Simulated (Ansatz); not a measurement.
Sr (fcc, Cu type)

```yaml
crystal:
  lattice:
    - [0.00000, 3.05008, 3.05008]
    - [3.05008, 0.00000, 3.05008]
    - [3.05008, 3.05008, 0.00000]
  atoms:
    - { symbol: Sr, position: [0.00000, 0.00000, 0.00000] }
```

Equation-of-state scan: isotropic scaling of the cell above, V₀ being its volume. Symmetry pins the atoms to their sites.

All values below come from r2SCAN (plane waves to 500 eV, PAW, scalar-relativistic; Ansatz, a quantum-chemistry and plane-wave program). k mesh 13×13×13 (Γ-centred), Fermi-Dirac smearing 0.05 eV. The energy includes the smearing's −TS. Sr was relaxed with its symmetry unable to fall. The PAW data are Ansatz's earlier set. ΔE is measured from the relaxed starting cell.

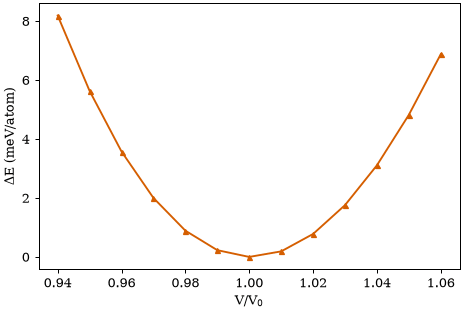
*ΔE (meV/atom) against V/V₀; one marker a computed point.*

Task: What is ΔE at V/V₀ = 1.060?

Result: About 7 meV/atom.

Task: What bulk modulus B₀ follows from a third-order Birch-Murnaghan fit?

Result: About 12 GPa.

Task: What is ΔE at V/V₀ = 0.940?

Result: About 8 meV/atom.

(Under strain, the slope of the energy per volume gives the stress and its curvature an elastic modulus.)
